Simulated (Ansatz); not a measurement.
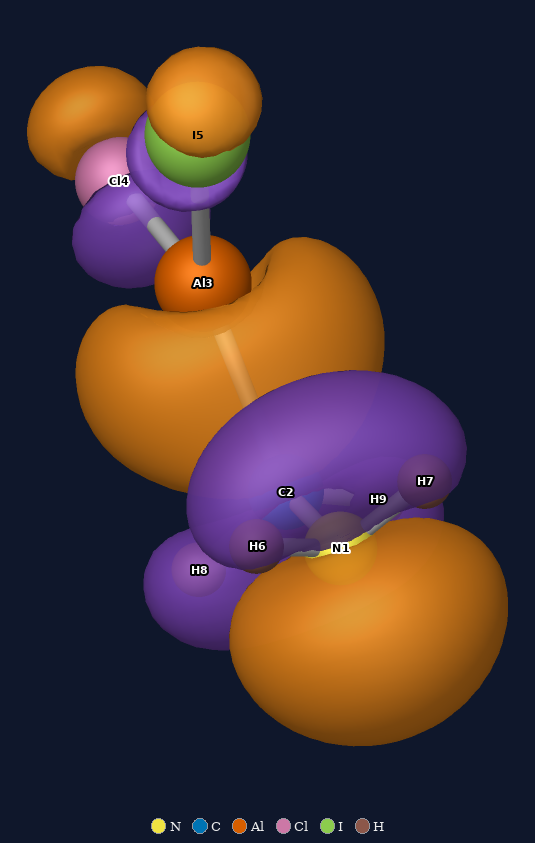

Figure 1: CH4AlClIN (SMILES N[CH2][Al]([Cl])[I]). One frontier orbital at ±0.08 Å⁻³ᐟ² (orange and purple are the two phases), seen at an oblique angle.

Geometry: PBE0-D4/def2-TZVP; core potentials replace the inner electrons of I.

These are results of RKS PBE0-D4/def2-TZVPP in Ansatz, not measurements.

```yaml
atoms:
  - { symbol: N, position_ang: [0.5852, 0.4416, 1.3998] }
  - { symbol: C, position_ang: [-0.0699, -0.5783, 0.5846] }
  - { symbol: Al, position_ang: [-0.4108, -0.1454, -1.3085] }
  - { symbol: Cl, position_ang: [-1.3368, -1.4676, -2.6448] }
  - { symbol: I, position_ang: [0.2878, 2.0726, -2.1526] }
  - { symbol: H, position_ang: [0.0470, 1.2989, 1.4108] }
  - { symbol: H, position_ang: [1.4902, 0.6856, 1.0176] }
  - { symbol: H, position_ang: [-1.0232, -0.8519, 1.0510] }
  - { symbol: H, position_ang: [0.5190, -1.5017, 0.6249] }
```

**Which orbital is it: HOMO or LUMO?**

The HOMO, at −6.62 eV. It lies mainly on N1 (about 50 %), C2 (about 20 %) and Al3 (about 10 %).
